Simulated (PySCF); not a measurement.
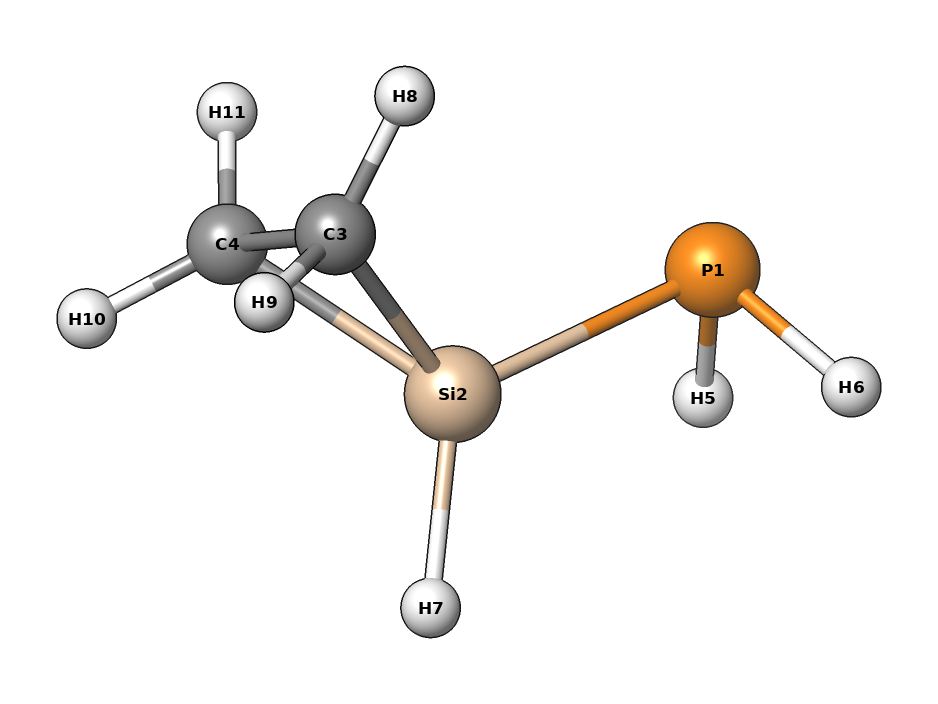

The geometry was computed by an optimisation with PBE0-D3(BJ)/def2-SVP. No frequency run is at hand to confirm it as a minimum. Properties computed with delta-SCF UKS SCAN, pcX-2 on the ionised atom, pcseg-1 elsewhere, spin-free X2C (PySCF 2.14.0).

Give the core-electron binding energies (to vacuum; p and d levels without spin–orbit splitting) of P1 1s, P1 2p, Si2 1s, Si2 2p, C3 1s.

| atom | level | binding energy (eV) |
| --- | --- | --- |
| P1 | 1s | 2149.9 |
| P1 | 2p | 136.7 |
| Si2 | 1s | 1846.0 |
| Si2 | 2p | 106.6 |
| C3 | 1s | 290.0 |
